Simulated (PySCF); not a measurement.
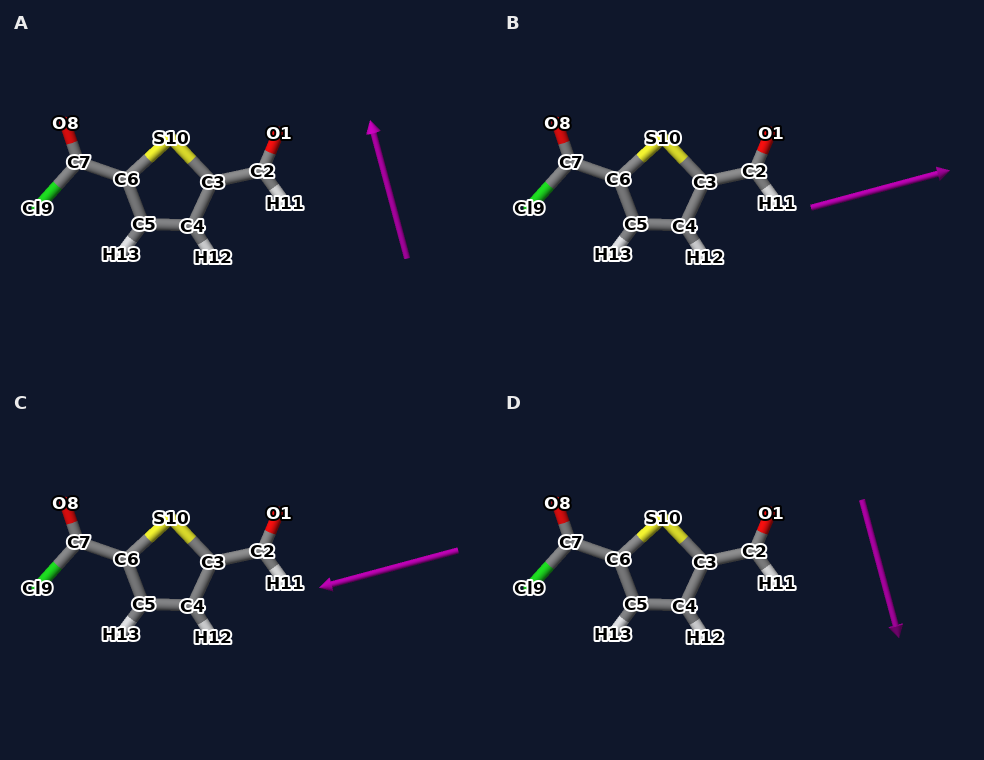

The same molecule four times, each with an arrow. Computed geometry: GFN2-xTB optimisation. No frequency run is at hand to confirm it as a minimum. Properties computed with CAM-B3LYP/def2-SVPD, gas phase (PySCF 2.14.0).

Which arrow points along the dipole moment, from the negative to the positive end?

Answer. D. The dipole moment is 4.59 D; it points from the side of O8 to the side of H12 (the outermost atoms at the two ends).
